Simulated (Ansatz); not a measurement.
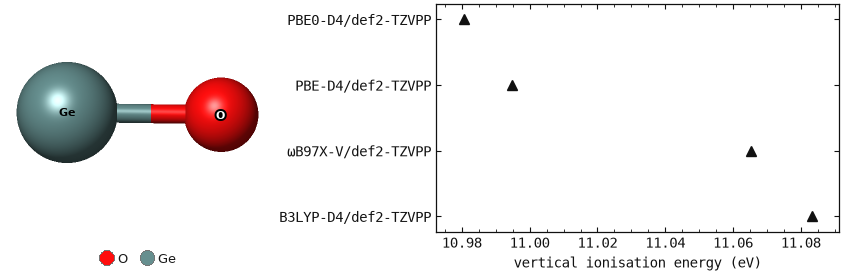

Vertical ionisation energy of GeO, singlet, taken as the energy of the cation less that of the neutral at fixed geometry (unrestricted doublet cation, cores frozen in correlated methods, no spin-orbit coupling), the Ansatz code, at a PBE0-D4/def2-TZVP geometry (a minimum by its frequencies).

### What range do the values span?

From 10.98 eV (PBE0-D4/def2-TZVPP) to 11.08 eV (B3LYP-D4/def2-TZVPP).

### Give the values.

| level | eV |
| --- | --- |
| PBE0-D4/def2-TZVPP | 10.98 |
| PBE-D4/def2-TZVPP | 10.99 |
| ωB97X-V/def2-TZVPP | 11.07 |
| B3LYP-D4/def2-TZVPP | 11.08 |

Limits of at least one run: no scalar relativity up to krypton; outer-core shells are correlated without core-valence functions, which makes the correlated values less sure.
